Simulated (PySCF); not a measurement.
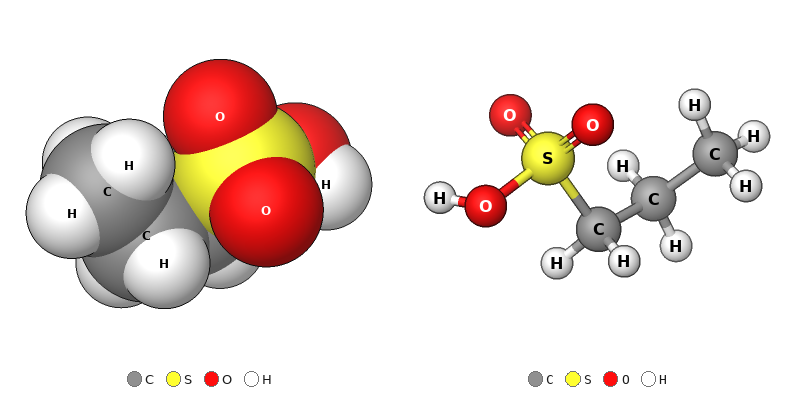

The same structure drawn twice, from different directions.

> Which formula does it have?

C3H8O3S, 15 atoms: 3 carbon, 8 hydrogen, 3 oxygen and 1 sulfur.

> Does it have rings?

It has no ring.

> Give a SMILES string for it.

CCCS(=O)(=O)O

> Give the symmetry (Schoenflies symbol).

C1.

> How many bonds of each kind are drawn?

7 C–H, 3 O–S, 2 C–C, 1 C–S, 1 O–H.

The parts below concern this one geometry. Atoms keep their numbers from picture to picture. The computed structure is the end point of a PBE0-D3(BJ)/def2-SVP optimisation. No frequency run is at hand to confirm it as a minimum.

**Electronic properties**

No frequency run is at hand to confirm it as a minimum. Level of theory: PBE0/pcSseg-1, gas phase (PySCF 2.14.0).

> Estimate the HOMO energy (Kohn–Sham orbital).

−8.95 eV.

> What is the LUMO energy (Kohn–Sham orbital)?

0.75 eV.

> Estimate the dipole moment.

3.80 D.

**NMR shielding**

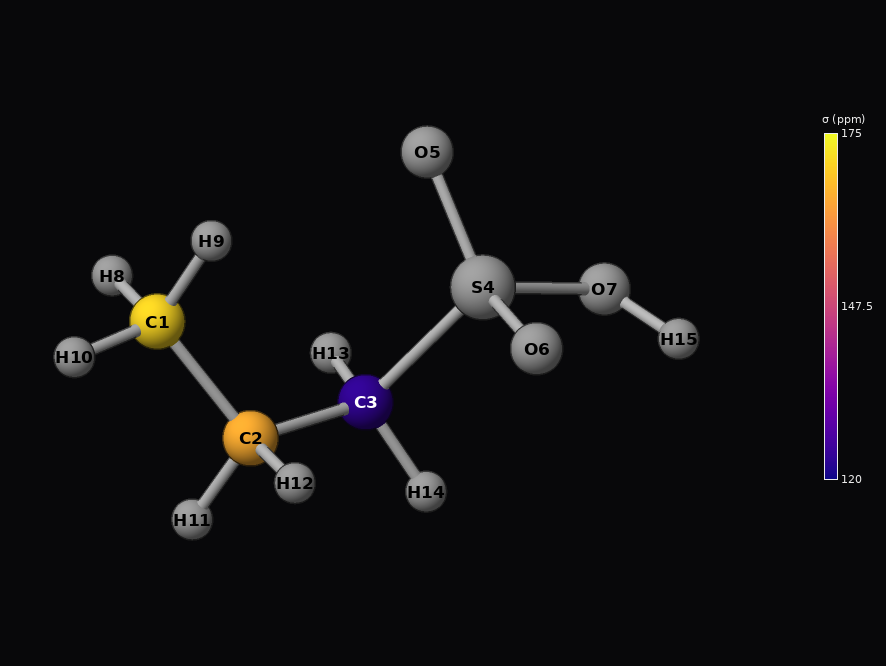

Atoms are coloured by their isotropic NMR shieldings (C only, the others grey). No frequency run is at hand to confirm it as a minimum. Level of theory: GIAO PBE0/pcSseg-1 NMR shielding, non-relativistic, gas phase (PySCF 2.14.0).

List the isotropic NMR shieldings of the C atoms.

```json
{"atom": "C1", "σ (ppm)": "170.7"}
{"atom": "C2", "σ (ppm)": "165.0"}
{"atom": "C3", "σ (ppm)": "123.8"}
```

**Charges**

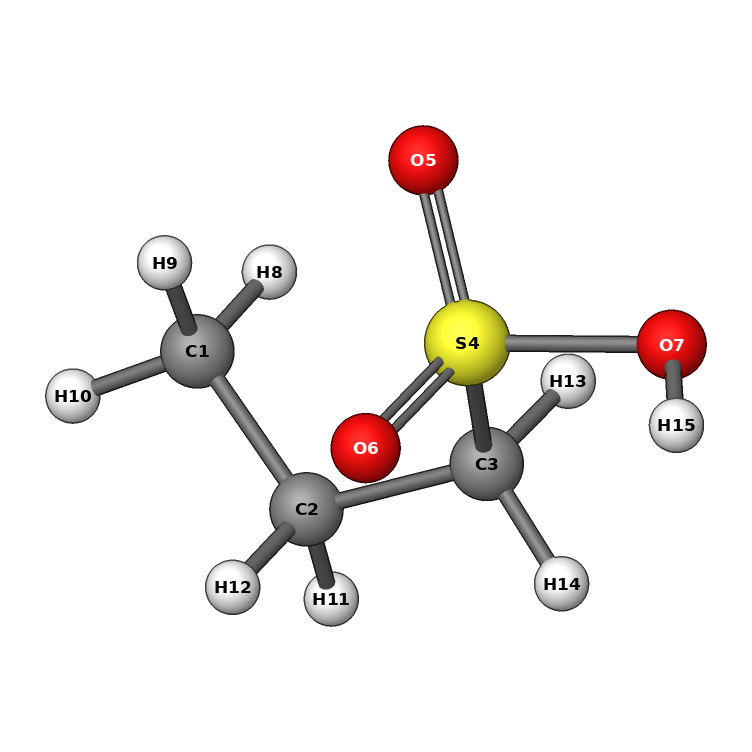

The questions are on Hirshfeld charges. No frequency run is at hand to confirm it as a minimum. Level of theory: PBE0/pcSseg-1, gas phase (PySCF 2.14.0).

Give the Hirshfeld charges atom by atom.

| atom | value (e) |
| --- | --- |
| C1 | −0.12 |
| C2 | −0.06 |
| C3 | −0.07 |
| S4 | 0.56 |
| O5 | −0.29 |
| O6 | −0.32 |
| O7 | −0.21 |
| H8 | 0.04 |
| H9 | 0.04 |
| H10 | 0.05 |
| H11 | 0.05 |
| H12 | 0.04 |
| H13 | 0.06 |
| H14 | 0.06 |
| H15 | 0.18 |

**Bond orders**

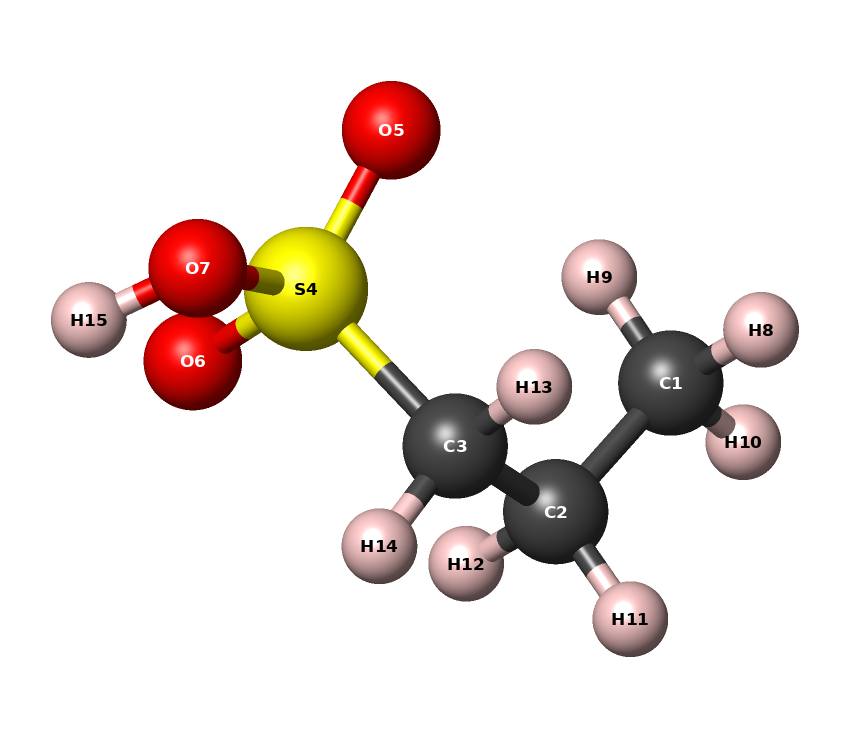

Every bond is drawn as one stick. No frequency run is at hand to confirm it as a minimum. Computed with PBE0/pcSseg-1 (PySCF 2.14.0).

List the Mayer bond orders of C1–C2, C1–H8, C1–H9, C1–H10, C2–C3, C2–H11, C2–H12, C3–S4, C3–H13, C3–H14, S4–O5, S4–O6, S4–O7, O7–H15.

```csv
bond,Mayer order,length (Å)
C1–C2,1.05,1.521
C1–H8,0.96,1.101
C1–H9,0.95,1.099
C1–H10,0.96,1.100
C2–C3,1.02,1.523
C2–H11,0.94,1.102
C2–H12,0.94,1.102
C3–S4,0.90,1.787
C3–H13,0.92,1.100
C3–H14,0.93,1.100
S4–O5,1.78,1.446
S4–O6,1.73,1.455
S4–O7,0.92,1.629
O7–H15,0.92,0.970
```
